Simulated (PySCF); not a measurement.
Si(H)(I)2(Me), SMILES C[SiH](I)I, singlet at its B3LYP/def2-SVP optimised geometry (Å):

```
8

Si    -0.3709    -0.7694     0.0000
C     -1.0049     0.9942     0.0000
I     -1.2576    -1.9828    -1.9698
I      2.1067    -0.7694     0.0000
H     -0.7995    -1.5316     1.2003
H     -2.1067     0.9935     0.0234
H     -0.6282     1.5240     0.8899
H     -0.6703     1.5316    -0.8998
```

Computed with B3LYP/def2-TZVP, def2 effective core potentials past Kr (PySCF). The core electrons that the potentials of I replace are not part of the density. Cells within 0.4 Å of a nucleus heavier than hydrogen are left out (blank, or x).

Map of the log10 of the electron density (e/bohr³), floored at −4 on the plane z = 0.0 Å:

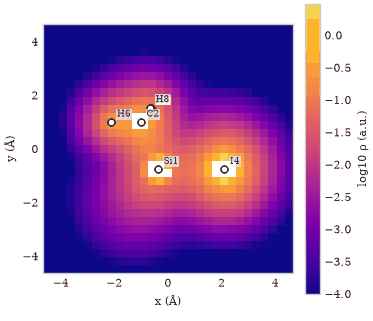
Figure. Log10 of the electron density (e/bohr³), floored at −4 on the plane z = 0.0 Å.
